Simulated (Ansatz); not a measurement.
**CH6FNO2Si (SMILES CO[Si](N)(O)F): density, localisation and related maps**

| atom | x (Å) | y (Å) | z (Å) |
| --- | --- | --- | --- |
| C | -0.1241 | 1.6941 | 1.1103 |
| O | 0.3094 | 0.3677 | 0.8919 |
| Si | 0.1683 | -0.4424 | -0.5023 |
| N | 0.5902 | -2.0748 | -0.3802 |
| O | -1.3698 | -0.2283 | -0.9984 |
| F | 1.1732 | 0.1705 | -1.5790 |
| H | 0.5008 | 2.4060 | 0.5621 |
| H | -0.0396 | 1.9060 | 2.1772 |
| H | -1.1654 | 1.8268 | 0.8037 |
| H | 1.5520 | -2.3495 | -0.4940 |
| H | 0.1067 | -2.6804 | 0.2620 |
| H | -1.6248 | -0.6507 | -1.8195 |

Geometry: PBE0-D4/def2-TZVP.

All numbers below come from RKS PBE0-D4/def2-TZVPP in Ansatz.

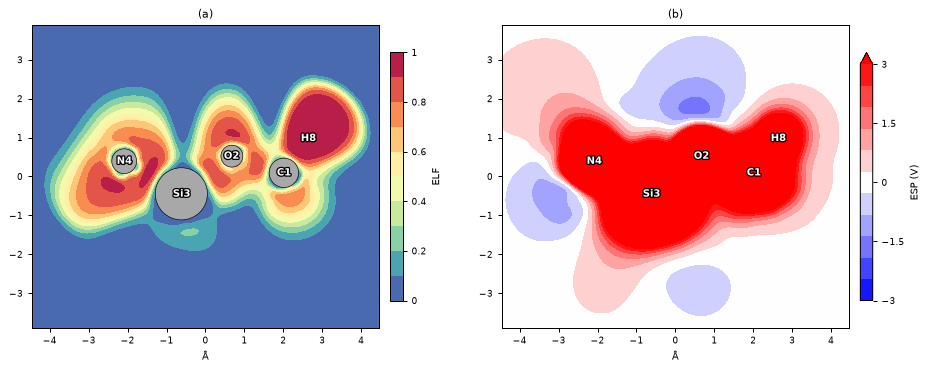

Figure 1. (a) electron localisation function; (b) molecular electrostatic potential on the plane of atoms O2, Si3 and N4. Grey discs cover the atomic cores in the ELF map.

Q: What do the fields say about this system?

A:
- The plane passes through C, O, Si, N and H nuclei.
- C–O (1.41 Å): the ELF peaks at about 0.90 between the atoms; a polar covalent bond.
- Si–O (1.62 Å): the ELF peaks at about 0.85 between the atoms: a short, strongly polar bond.
- Si–N (1.69 Å): the ELF peaks at about 0.90 between the atoms, as expected for a shared but strongly polarised pair.
- C–H (1.09 Å): the ELF climbs to about 1 towards the hydrogen, as it does in any bond to H: a covalent bond by its length.
- The ELF also peaks beside N4 and O2, away from the bonds: lone-pair regions.
- Outside the dense part of the molecule the potential is most negative (−1.6 V) near O2.

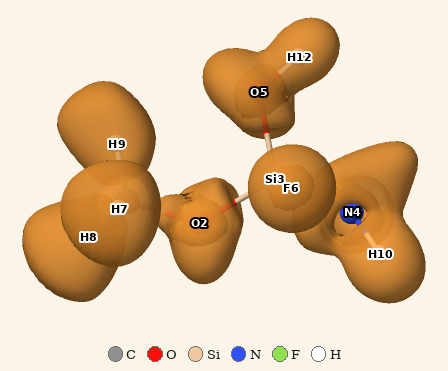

Figure 2. Isosurface of the ELF at 0.75 (orange), seen at a tilt. Core shells and regions of very low density are left out.

Q: Identify the bonds, lone pairs and shells in this picture.

A: The ELF exceeds this value in three regions around hydrogen nuclei, one region on O in which the atom's valence shell and bonds are merged, one region wrapped around F (its lone pairs, merged into a ring or cap), one joined region spread over several atoms (H, N), in which their bonds and any lone pairs are merged and one joined region spread over several atoms (H, O), in which their bonds and any lone pairs are merged. Along the contacts the grid gives the following. Si–F (1.60 Å): the ELF peaks at about 0.85 in the valence shell of F, 0.6 Å from its nucleus, and is about 0.50 at the midpoint.

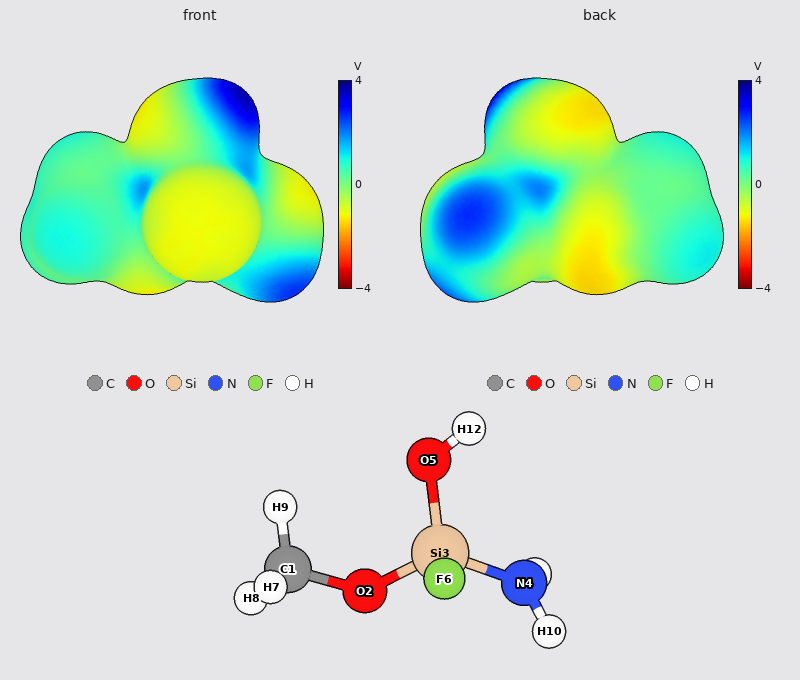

Figure 3. The molecular electrostatic potential painted on the density surface at 0.004 e/bohr³, seen from the front and from behind; red is negative and blue positive. The bare structure is drawn below in the same view.

Q: Which sites attract a positive test charge, and which a negative one?

A: A positive charge is drawn to the negative regions and a negative charge to the positive ones. The most negative region (about −1.4 V, or −32 kcal/mol for a unit charge) lies over O2 and O5, the most positive (about +3.5 V, or +81 kcal/mol for a unit charge) over H12.

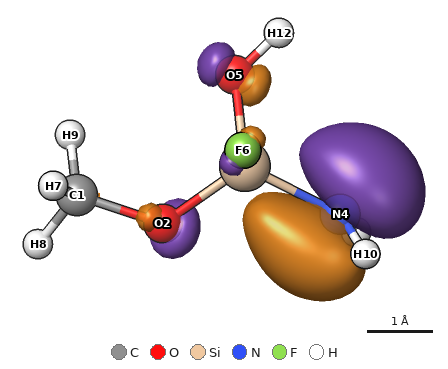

Figure 4. The HOMO at ±0.15 Å⁻³ᐟ² (orange and purple are the two phases), seen across its widest extent.

Q: What is the character of this orbital?

A: Its weight (Hirshfeld) is mainly on N4 (about 70 %); largely a lone pair of N4. Its energy is −7.97 eV.
